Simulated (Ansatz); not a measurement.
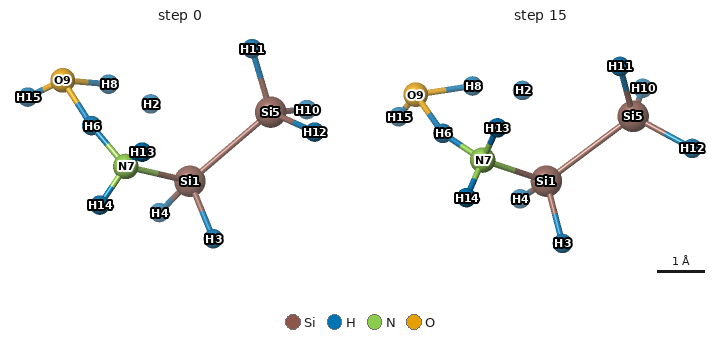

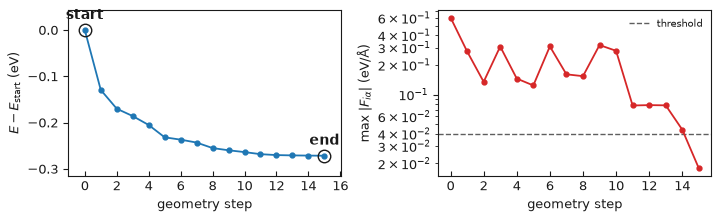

First and last geometry of a constrained relaxation of Si2NH11O, with the history of the run. The picture is a ball-and-stick view, seen at a tilt.

The reaction that was planned forms Si1–N7, H6–O9, H2–H8 and breaks Si1–H2, H6–N7, H8–O9 (atoms numbered from 1 in input order).

Method: Ansatz 0.2.0, RKS PBE0-D4/def2-SVP.

Input
```yaml
crystal:
  periodic: [false, false, false]
  atoms:
    - {symbol: Si, position_ang: [-0.486600, -0.950100, -0.302900]}
    - {symbol: H, position_ang: [-0.146900, 0.066900, 1.535100]}
    - {symbol: H, position_ang: [-0.643600, -1.738900, -1.581300]}
    - {symbol: H, position_ang: [-0.207500, -2.074500, 0.587000]}
    - {symbol: Si, position_ang: [-2.127900, 0.647400, -0.471500]}
    - {symbol: H, position_ang: [1.691200, 0.281100, 0.210600]}
    - {symbol: N, position_ang: [1.193100, -0.288700, -0.735500]}
    - {symbol: H, position_ang: [0.812100, 0.536800, 1.671000]}
    - {symbol: O, position_ang: [2.005400, 0.860400, 1.342600]}
    - {symbol: H, position_ang: [-3.279100, 0.258000, 0.345700]}
    - {symbol: H, position_ang: [-1.715500, 1.998400, -0.079900]}
    - {symbol: H, position_ang: [-2.635300, 0.766800, -1.849200]}
    - {symbol: H, position_ang: [1.143700, 0.387100, -1.487000]}
    - {symbol: H, position_ang: [1.822100, -1.025300, -1.028500]}
    - {symbol: H, position_ang: [2.575000, 0.274700, 1.843800]}
basis:
  gaussian: {orbitals: def2-SVP}
hamiltonian: {xc: pbe0, dispersion: d4}
relax: {f_tol: 0.04, max_steps: 150, escape_saddle: false, constraints: [{distance: [0, 6]}, {distance: [5, 8]}, {distance: [1, 7]}, {distance: [0, 1]}, {distance: [5, 6]}, {distance: [7, 8]}]}
```

Launched with:
```bash
ansatz run in.yaml --threads 8 --pin off --events-out ev --progress --plain --max-ram 19148MiB
```

**Did the run converge, and what did it change?**

It converged. H12 moves most after the best rigid fit: 0.84 Å. By element the largest moves are H 0.84 Å, O 0.48 Å, N 0.19 Å, Si 0.17 Å. Near-neighbour distances that change, for instance: Si5–H11 1.466 → 1.498 Å, Si1–Si5 2.297 → 2.327 Å, Si1–H4 1.461 → 1.490 Å, N7–H13 1.012 → 1.022 Å. Among the angles between lasting bonds that change: H4–Si1–Si5 135.8° → 118.4°, Si1–Si5–H11 114.9° → 107.0°, H3–Si1–Si5 103.1° → 109.6°. Groups turn about Si1–N7 by about 30°, Si1–Si5 by about 30°. The energy falls by 0.271 eV in 15 geometry steps. The largest force component goes from 0.61 to 0.018 eV/Å. The run took 17 s on 8 threads of Arm Neoverse V2, with other jobs on the host.

```tsv
step	E − E(0), eV	largest force component, eV/Å
0	0.0000	0.6065
1	-0.1293	0.2747
2	-0.1698	0.1349
3	-0.1858	0.3081
4	-0.2050	0.1456
5	-0.2317	0.1239
6	-0.2367	0.3088
7	-0.2430	0.1608
8	-0.2549	0.1540
9	-0.2597	0.3186
10	-0.2636	0.2786
11	-0.2681	0.0776
12	-0.2701	0.0783
13	-0.2707	0.0778
14	-0.2711	0.0441
15	-0.2715	0.0179
```
